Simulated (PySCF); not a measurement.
## A study: C2H5OPSi, SMILES `O=C=PC[SiH3]`

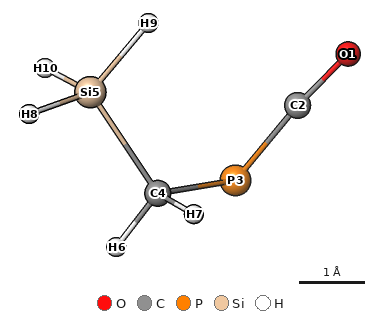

The molecule, with its atoms numbered as below. No frequency check shows the geometry to be a minimum.

Cartesian coordinates (Å):

```
O1      -2.1627    1.3353   -0.1585
C2      -1.5322    0.3680   -0.0109
P3      -0.8347   -1.0866    0.2820
C4       0.7874   -0.8110   -0.6206
Si5      1.8612    0.5699    0.1492
H6       1.2993   -1.7727   -0.5629
H7       0.5689   -0.6254   -1.6717
H8       3.1214    0.6004   -0.5960
H9       1.1504    1.8410    0.0120
H10      2.0939    0.2539    1.5570
```

Part 1: Excited states

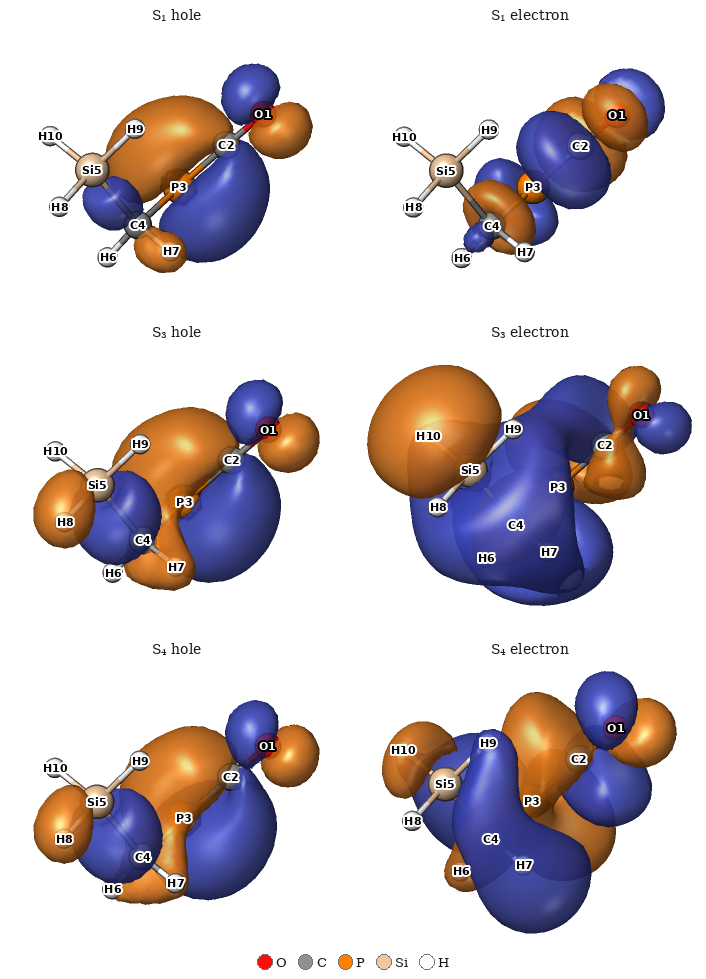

Leading natural transition orbitals (full linear response singlet states).

Level of theory: CAM-B3LYP/cc-pVDZ (PySCF), at a geometry from GFN2-xTB. Without diffuse functions Rydberg states are missing, so the states' numbers hold for this basis only.

> Describe these excited states.

By state:
- S₁: 2.73 eV (453 nm), f = 0.000 (very weak); the leading pair carries 100 %; hole on P3 (55 %), O1 (18 %) and C2 (17 %), electron on C2 (39 %), O1 (26 %) and P3 (21 %); their centroids lie 0.5 Å apart.
- S₃: 6.56 eV (189 nm), f = 0.074, partly diffuse acceptor orbital, which a basis without diffuse functions describes poorly; the leading pair carries 78 %; hole on P3 (49 %), C2 (14 %) and C4 (12 %), electron on P3 (30 %), Si5 (18 %) and C2 (18 %) (atom shares of so diffuse an orbital are rough) (shares are of the whole state, not of the leading pair alone); their centroids lie 0.7 Å apart.
- S₄: 6.70 eV (185 nm), f = 0.089; the leading pair carries 66 %; hole on P3 (52 %), C2 and C4 (13 % each) and O1 (10 %), electron on P3 (34 %), C2 (23 %) and O1 (13 %) (shares are of the whole state, not of the leading pair alone); their centroids lie 0.4 Å apart.

Part 2: In an electric field

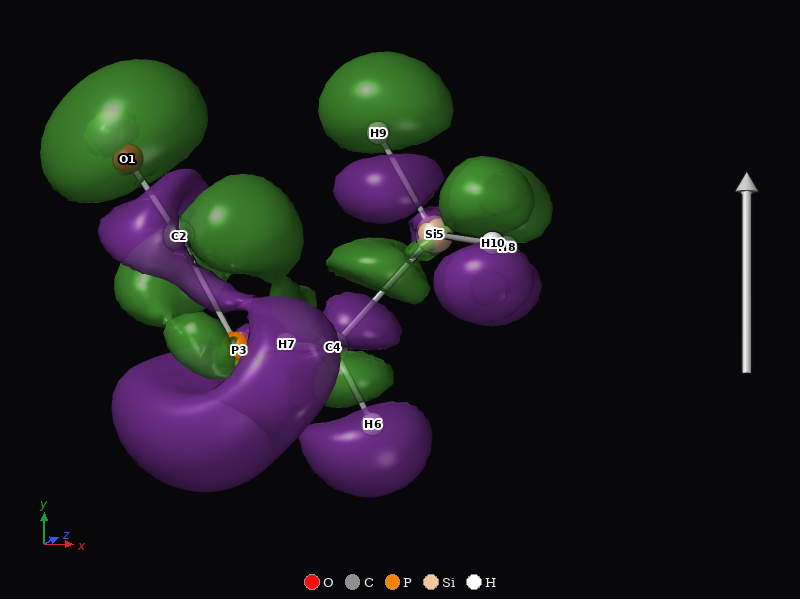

Change of the electron density in a uniform field of 0.41 V/Å along +y (arrow), surfaces at ±0.003 e/Å³ (purple: gain, green: loss).

Method: HF/def2-SVPD; geometry: GFN2-xTB; program: PySCF.

> What dipole is induced, and what polarisability does it imply?

The induced dipole is 1.63 D (along the field); α along this axis, from the fields in both directions, is 79 bohr³ (11.8 Å³).

> Which atoms gain and lose the most charge?

Electrons gather most on P3 (Hirshfeld charge changes by −0.052 e) and leave O1 most (+0.035 e); 0.145 electrons are displaced in all.

Part 3: Localised orbitals

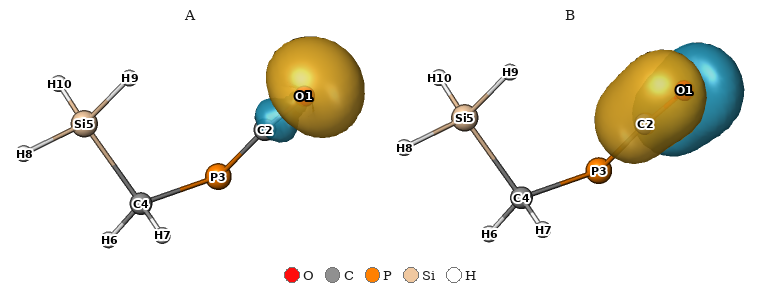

Intrinsic bond orbitals (IBO), occupied; each surface holds about 85 % of the orbital's density. Energies are diagonal elements of the Fock matrix.

Method: PBE0/def2-SVPD; geometry: GFN2-xTB; program: PySCF.

> What does each orbital represent in a Lewis picture?

By panel:
- A: lone pair on O1 (sp0.9-type) (O1 100 %; −16.9 eV)
- B: π bond O1–C2 (O1 69 %, C2 30 %; −12.8 eV)

Part 4: Stretching a bond

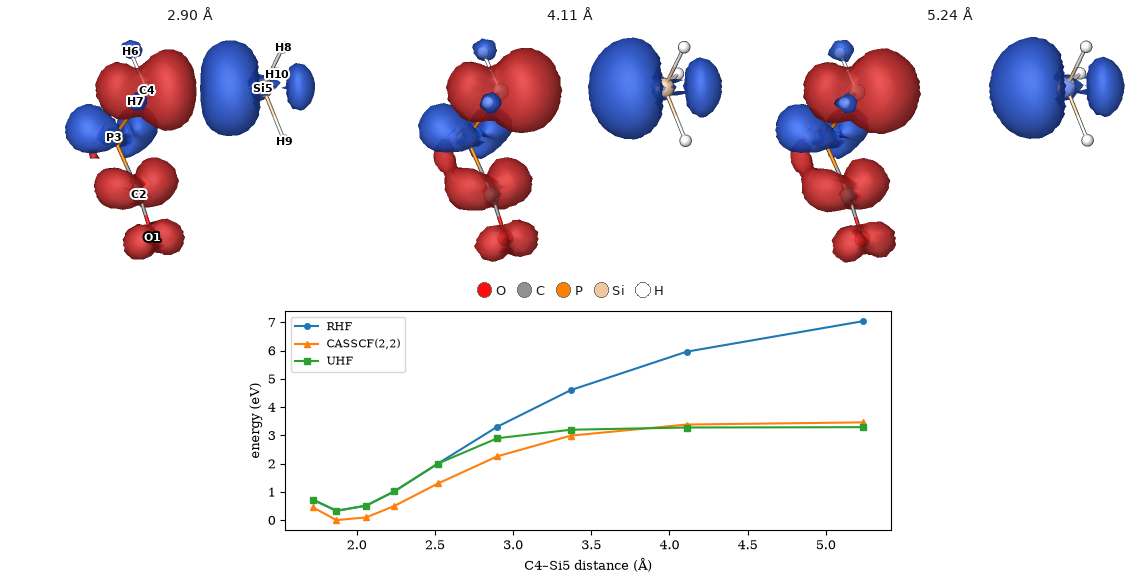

Rigid stretch of the C4–Si5 bond. Broken-symmetry UHF spin density at ±0.03 e/Å³ (blue: α, red: β). Below: energies along the scan, from the lowest point of the three curves.

PySCF calculation, 6-31+G* basis, gas phase; geometry: GFN2-xTB.

> How does the broken-symmetry solution share the spin, and how far is it from a pure singlet?

At 5.24 Å excess α spin lies mostly on Si5 and excess β on C4; the two could be swapped at no cost. ⟨S²⟩ is 0.67 at 2.90 Å, 1.07 at 4.11 Å and 1.08 at 5.24 Å, against 0 for a pure singlet and 1 for an equal mix of singlet and triplet.

> Where does the UHF solution part from RHF?

Between 2.52 Å (⟨S²⟩ = 0, the two coincide) and 2.90 Å (⟨S²⟩ = 0.67); at 5.24 Å ⟨S²⟩ is 1.08 and UHF lies 3.8 eV below RHF.

> How much energy does the stretch cost?

By CASSCF, 3.5 eV from the lowest point of the scan (1.87 Å) to 5.24 Å; RHF gives 6.7 eV from its own lowest point. The fragments aren't relaxed and dynamic correlation is missing, so this isn't a bond dissociation energy.
